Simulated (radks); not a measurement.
**Ta⁺ in [Xe] 4f14 5d3 6s1: an all-electron calculation**

Wanted: eigenvalues, radial structure and energy terms of the tantalum ion Ta+.

Method: scalar-relativistic Kohn-Sham, exchange-only r2SCAN, spin-polarised, spherical densities, finite nucleus; open shells are filled with parallel spins first. Code: radks (a radial shooting solver on a logarithmic mesh, Libxc functionals) version 1.

### 1 Starting point

- element: tantalum (Z = 73)
- charge: +1
- electrons: 72
- configuration: [Xe] 4f14 5d3 6s1
- nuclear rms radius: 5.3507 fm

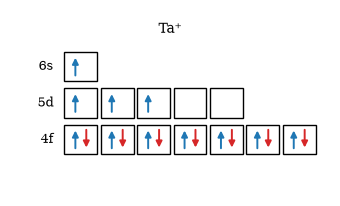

Outer shells as boxes.

In the logs a row gives level, spin channel, occupation and eigenvalue; Etot, Ekin, Encl (electron-nucleus), Eh (Hartree) and Exc are energies, all in hartree; err is the last residual, it the number of iterations.

### 2 Self-consistent calculation

Settings of this run:

```text
Z 73
configuration [Xe] 4f14 5d3 6s1
relativity scalar-relativistic
functional r2scan,
spin polarised
nucleus finite rms 5.3507 fm
c 137.035999084
```

The run is started by

```sh
> python run_ks.py task.json out
```

All runs below come from this command, one after another.

Standard output:

```text
1s      1   1.0000       -2478.56231181
2s      1   1.0000        -427.00054192
2p      1   3.0000        -374.14349279
3s      1   1.0000         -98.35847498
3p      1   3.0000         -82.55589693
3d      1   5.0000         -64.08022530
4s      1   1.0000         -20.45716252
4p      1   3.0000         -15.24482702
4d      1   5.0000          -8.53291190
4f      1   7.0000          -1.13235707
5s      1   1.0000          -2.99653822
5p      1   3.0000          -1.75279898
5d      1   3.0000          -0.39544184
6s      1   1.0000          -0.44671875
1s      2   1.0000       -2478.56259871
2s      2   1.0000        -426.99421064
2p      2   3.0000        -374.13879906
3s      2   1.0000         -98.35913016
3p      2   3.0000         -82.55609137
3d      2   5.0000         -64.07762581
4s      2   1.0000         -20.45374699
4p      2   3.0000         -15.24188337
4d      2   5.0000          -8.52876443
4f      2   7.0000          -1.11862748
5s      2   1.0000          -2.94183463
5p      2   3.0000          -1.66937670
5d      2   0.0000          -0.23792211
6s      2   0.0000          -0.25682909
Etot -15599.394389861902
Ekin 17139.199813530835
Encl -38512.55939027354
Eh 6085.09962533533
Exc -311.134438454525
err 2.192059633756458e-06
it 12
```

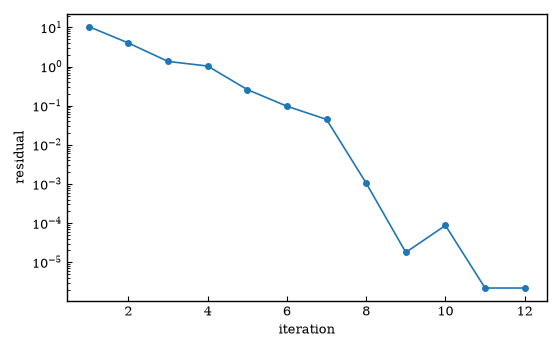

Residual of the self-consistent cycle.

### 3 Orbitals and density

Sizes of the orbitals, from the radial functions (bohr):

```csv
level,occupation,energy (eV),<r>,outermost maximum (interpolated),90 % within,nodes
1s down,1,-67445,0.01867,0.0117,0.0340,0
1s up,1,-67445,0.01867,0.0117,0.0340,0
2s up,1,-11619.3,0.07894,0.0668,0.122,1
2s down,1,-11619.1,0.07894,0.0668,0.122,1
2p up,3,-10181.0,0.07057,0.0548,0.115,0
2p down,3,-10180.8,0.07057,0.0548,0.115,0
3s down,1,-2676.5,0.2045,0.188,0.300,2
3s up,1,-2676.5,0.2045,0.188,0.300,2
3p down,3,-2246.5,0.2047,0.186,0.306,1
3p up,3,-2246.5,0.2047,0.186,0.306,1
3d up,5,-1743.7,0.1857,0.152,0.288,0
3d down,5,-1743.6,0.1857,0.152,0.288,0
4s up,1,-556.67,0.4589,0.429,0.658,3
4s down,1,-556.57,0.4589,0.429,0.658,3
4p up,3,-414.83,0.4875,0.450,0.708,2
4p down,3,-414.75,0.4875,0.450,0.708,2
4d up,5,-232.19,0.5232,0.462,0.784,1
4d down,5,-232.08,0.5230,0.462,0.784,1
5s up,1,-81.540,1.111,0.993,1.60,4
5s down,1,-80.051,1.100,0.989,1.58,4
5p up,3,-47.696,1.306,1.13,1.92,3
5p down,3,-45.426,1.279,1.12,1.87,3
4f up,7,-30.813,0.6427,0.443,1.08,0
4f down,7,-30.439,0.6348,0.443,1.06,0
6s up,1,-12.156,3.039,2.68,4.40,5
5d up,3,-10.761,2.111,1.58,3.35,2
```

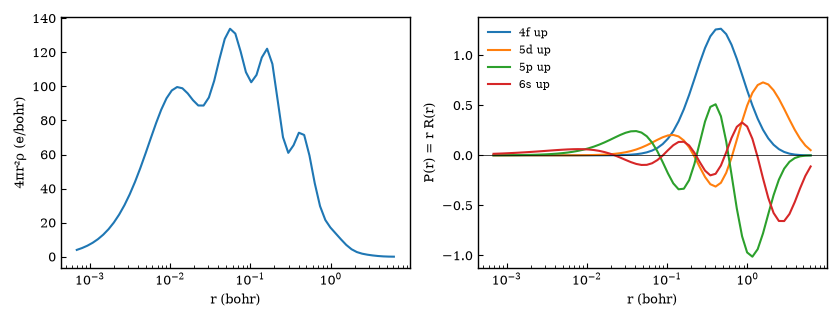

Left: shells in the radial density. Right: radial functions of the outer levels.

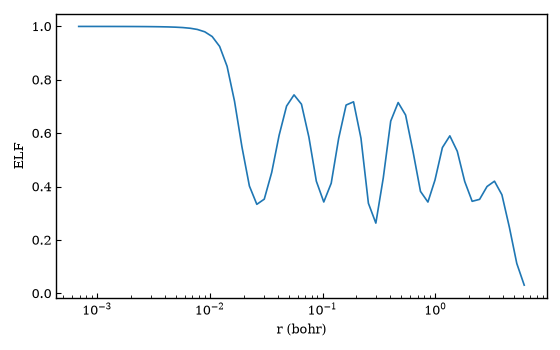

Electron localisation function against radius.

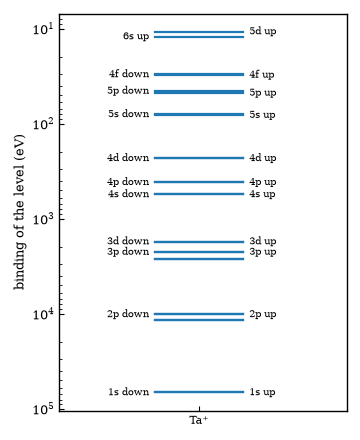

Level scheme on a logarithmic scale; filled levels blue, empty ones red.

Radial Coulomb (F) and exchange (G) integrals, eV:

```
integral  shells   value
      F0  5d, 5d  11.734
      F2  5d, 5d   5.894
      F4  5d, 5d   3.816
      F0  5d, 6s   9.175
      G2  5d, 6s   2.891
      F0  5d, 4f  15.503
      F2  5d, 4f   3.299
      F4  5d, 4f   1.519
      G1  5d, 4f   1.351
      G3  5d, 4f   1.118
```

X-ray form factor f at sin θ/λ (1/Å): 0.05: 71.04, 0.15: 65.24, 0.25: 58.16, 0.4: 48.39, 0.6: 38.17, 1: 25.01, 1.5: 17.19.

### 4 Summary of results

```
                        quantity                   value
                    total energy     -15599.3944 hartree
exchange-correlation share of it                  1.99 %
                            −T/E                  1.0987
          highest occupied level       5d up, -10.761 eV
    most extended occupied level  6s up, <r> = 3.04 bohr
 radius at density 0.001 e/bohr³               4.37 bohr
    maxima of the radial density                       4
         ionisation energy, NIST     16.2 (semi-emp.) eV
```

6 principal shells are occupied and 4 maxima appear in the radial density; where shells overlap, one shows as a shoulder or not at all. Relativity lifts −T/E to 1.099. The top level binds by 10.761 eV, 66 % of the NIST ionisation energy of 16.2 eV; the potential of a semilocal functional falls off too fast, so its top eigenvalue is too shallow. Open shells are spherical and high-spin; term and fine-structure splittings are not resolved. Spin-orbit splitting is averaged out at the scalar-relativistic level.
